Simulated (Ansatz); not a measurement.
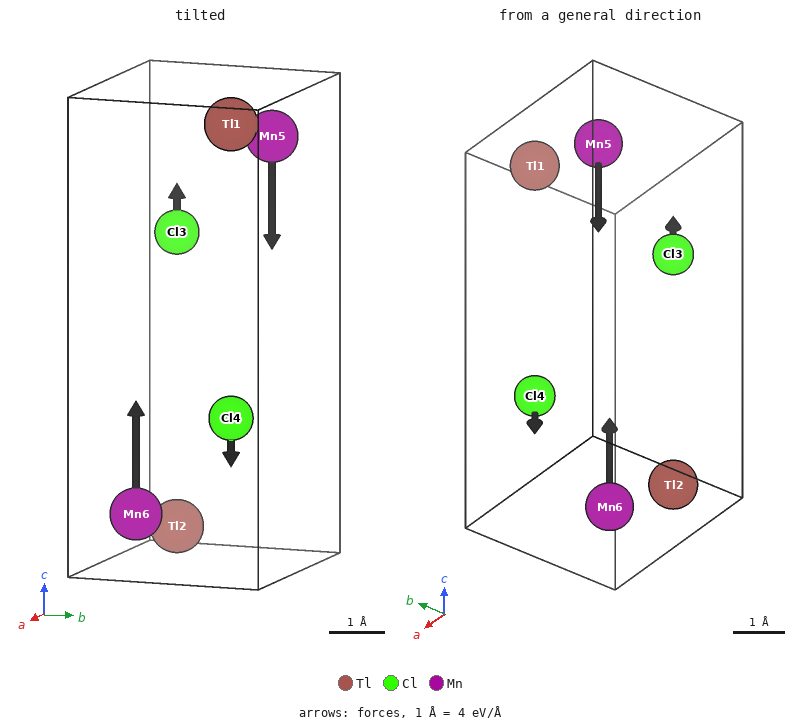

Structure drawing (spheres-only), viewed slightly off an axis and from a general direction. The simulation cell is outlined; an atom on or near a face, edge or corner is repeated at each equivalent position. The arrows are the computed forces on the atoms.

System: MnTlCl. Calculation details: DFT, PAW plane waves, r2SCAN in Ansatz 0.2.0; 500 eV cutoff, an 8×9×4 k-point mesh, Fermi-Dirac smearing of 0.1 eV, no spin polarisation (a spin-restricted run, not always the ground state).

**Is the structure at a minimum of the energy?**

No. The atoms still feel forces of up to about 6.7 eV/Å, far above a usual threshold of 0.01 to 0.03 eV/Å.

**Where is the maximum force, and how large is it?**

Mn5 and Mn6, about 6.7 eV/Å.

The geometry is that of a generated cell, made by putting these elements into a known structure type (the compound may or may not exist in this form), without relaxation. It was run through Ansatz as a DFT input.
